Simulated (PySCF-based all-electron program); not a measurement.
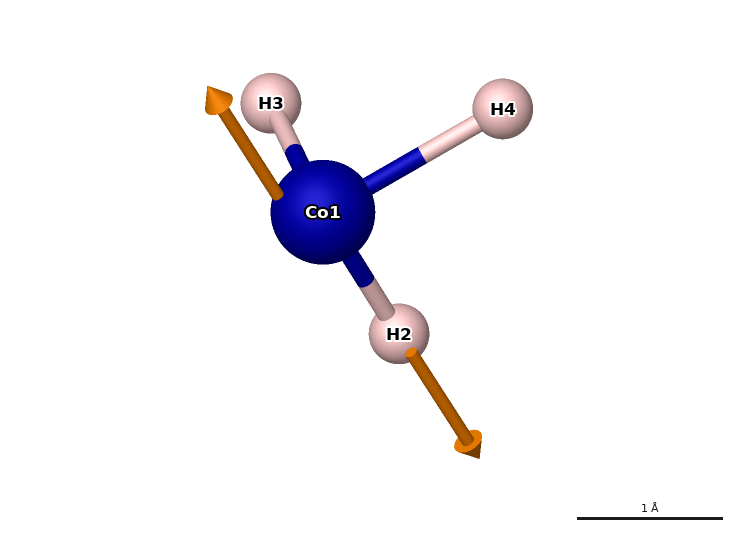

Arrows show the forces on the atoms, 0.2 Å of arrow for 1 eV/Å; forces under a tenth of the largest aren't drawn. Charge 0, singlet. Level of theory: PBE, all-electron, scalar-relativistic (Koelling-Harmon), large uncontracted Gaussian sets (PySCF-based all-electron program).

Q: Which bond do the forces act along most?

A: Co1–H2, now 1.231 Å: the forces push its atoms apart, so a first step downhill lengthens it.

List the force components in the frame of the picture (x right, y up, z towards the viewer), in eV/Å.

| atom | Fx | Fy | Fz |
| --- | --- | --- | --- |
| Co1 | −2.44 | 3.80 | 3.25 |
| H2 | 2.37 | −3.69 | −3.29 |
| H3 | −0.05 | −0.08 | −0.01 |
| H4 | 0.12 | −0.03 | 0.04 |
